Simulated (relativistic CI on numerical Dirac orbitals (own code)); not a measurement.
```
atom Mn  Z=25  charge=7  electrons=18
nucleus A=55  rms_radius_fm=3.7057
hamiltonian dirac-coulomb  breit=on  qed=on  c_scale=1
orbitals kli  potential=per-configuration
slater_scale 1
correlation none
mixing on
configurations
  [Ne] 3s2 3p6
  [Ne] 3s2 3p5 3d
end
absorption M2,3 T=80 lorentz=1.2 gauss=0.3
crystal_field Oh 10Dq=57600
```

Multiplet model: relativistic Dirac–Coulomb–Breit theory, one configuration a step, Slater integrals scaled by 1, 80 K, Voigt broadening (Lorentzian 1.2 eV, Gaussian 0.3 eV full widths), computed with a radial Dirac CI code.

The M₂,₃ X-ray absorption spectrum that results:

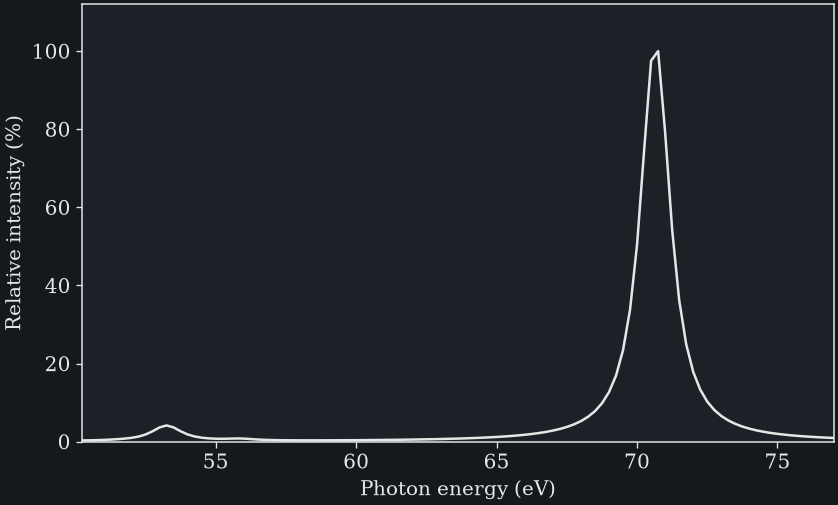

The main maxima lie at 70.7 eV (100), heights in % of the largest; the centroid is at 69.9 eV. The ground state has S = 0.00.

Caveat: free-ion energies, so absolute edge positions are off by a few eV from solids; core and valence shell share one n, so the strongest features autoionise and are far broader and can lie several eV off in experiment.
